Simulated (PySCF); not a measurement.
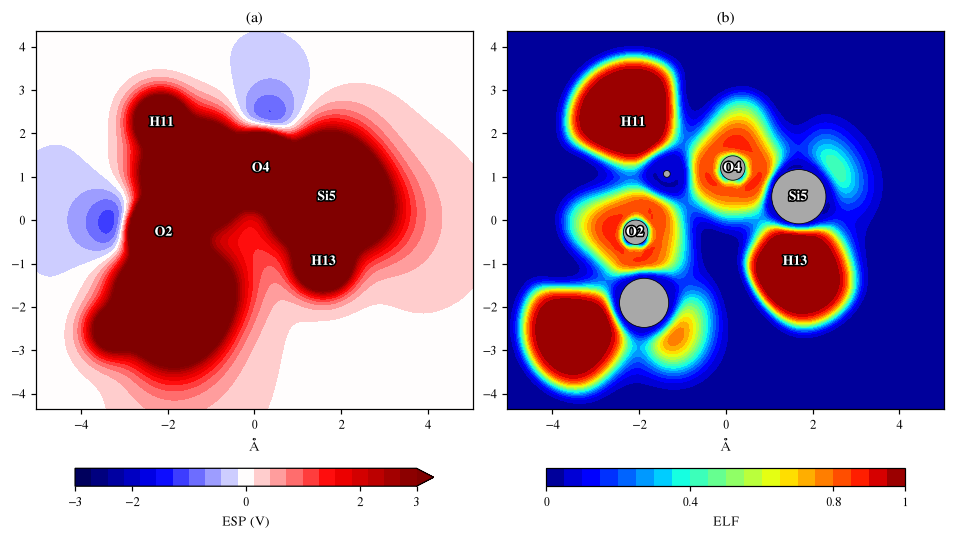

Figure. H10O3Si4 (SMILES [SiH3]O[SiH](O[SiH3])O[SiH3]). (a) electrostatic potential; (b) electron localisation function on the plane of atoms O4, Si5 and H13. Grey discs cover the atomic cores in the ELF map.

Geometry: PBE0-D3(BJ)/def2-SVP.

Method: PySCF, PBE0/pcSseg-1, SCF density, gas phase, non-relativistic.

Input

```
{"job": {"kind": "nmr", "xc": "PBE0", "basis": "pcSseg-1"}, "charge": 0, "multiplicity": 1}
Si    -0.924102     2.304418     0.513956
O     -0.928414     1.369867    -0.858540
Si    -0.565946    -0.119255    -1.456599
O     -1.233249    -1.274190    -0.494118
Si    -1.165073    -1.996615     0.999604
O      1.067749    -0.311494    -1.495377
Si     2.450624    -0.229325    -0.579432
H     -2.100699     1.969079     1.368702
H     -0.986966     3.736340     0.111062
H      0.328722     2.057240     1.292657
H     -1.104340    -0.245092    -2.818876
H     -2.467589    -2.668860     1.261067
H     -0.915442    -0.963324     2.051901
H     -0.062343    -3.001533     1.035229
H      2.183451    -0.763444     0.792128
H      2.909576     1.186155    -0.466133
H      3.504559    -1.050000    -1.237057
```

Run with:

```sh
OMP_NUM_THREADS=1 python cluster_run.py task.json out
```

### Read the bonding off the picture.

The section cuts through O, Si and H sites. Si–O (1.66 Å): the ELF peaks at about 0.85 between the atoms; a polar covalent bond. Si–H (1.50 Å): the ELF climbs to about 1 towards the hydrogen, as it does in any bond to H. The ELF also peaks beside O2 and O4, away from the bonds: lone-pair regions. Outside the dense part of the molecule the potential is most negative (−1.2 V) near O2.
